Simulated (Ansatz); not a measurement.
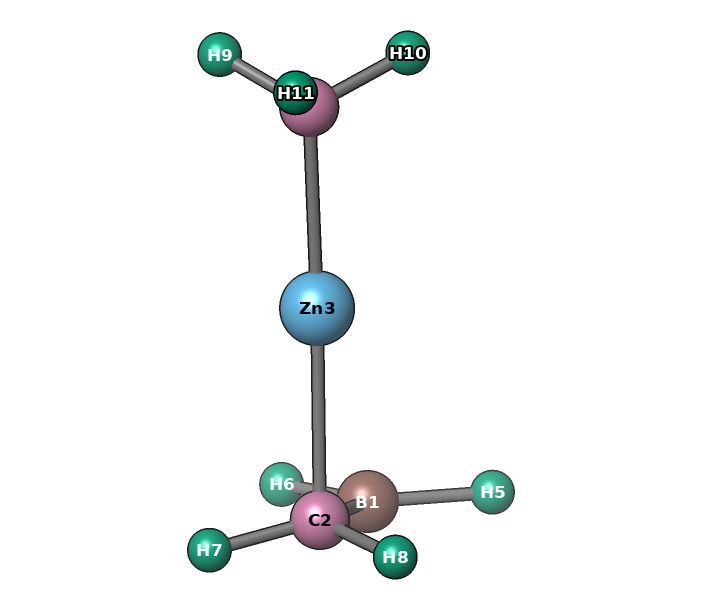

B1 lies behind C2. The molecule seen a little off the C2–B1 bond, C2 in front. Depth is shown by fading: the farther an atom, the more it takes the colour of the background. Computed geometry: PBE0-D4/def2-TZVP optimisation. No frequency run is at hand to confirm it as a minimum.

What is the torsion angle Zn3–C2–B1–H5? The sign is positive where the front bond must turn clockwise to cover the back bond.

Answer. 87°, about perpendicular.
